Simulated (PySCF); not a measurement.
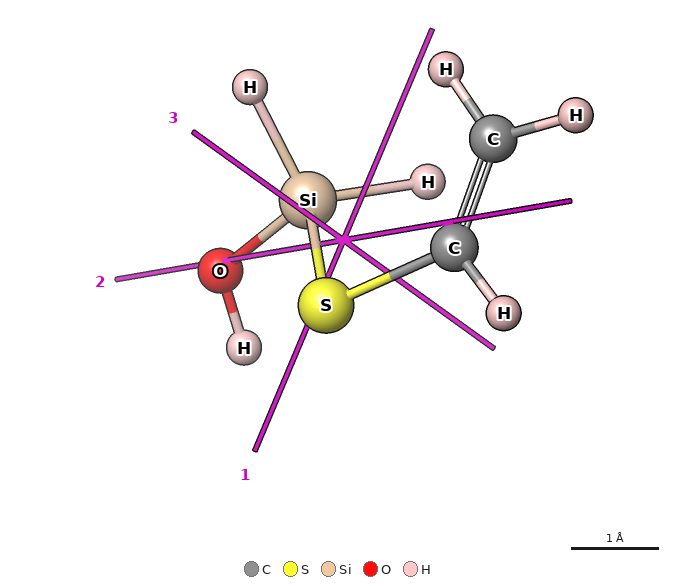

The three principal axes of inertia are drawn and numbered. Atoms fade into the background with distance from the viewer. The geometry was computed by an optimisation with PBE0-D3(BJ)/def2-SVP. No frequency run is at hand to confirm it as a minimum. Masses are those of the most abundant isotopes; constants are for the rigid equilibrium geometry.

Q: Which line is the a axis (least moment of inertia), which b and which c?

A: a is line 2, b is line 1, c is line 3; the moments are 75.1, 274, 336 u Å².

Q: Classify the rotor and give the rotational constants (GHz).

A: An asymmetric top (C1): A = 6.73, B = 1.84, C = 1.50 GHz. Ray's parameter κ is −0.87, close to the prolate limit.
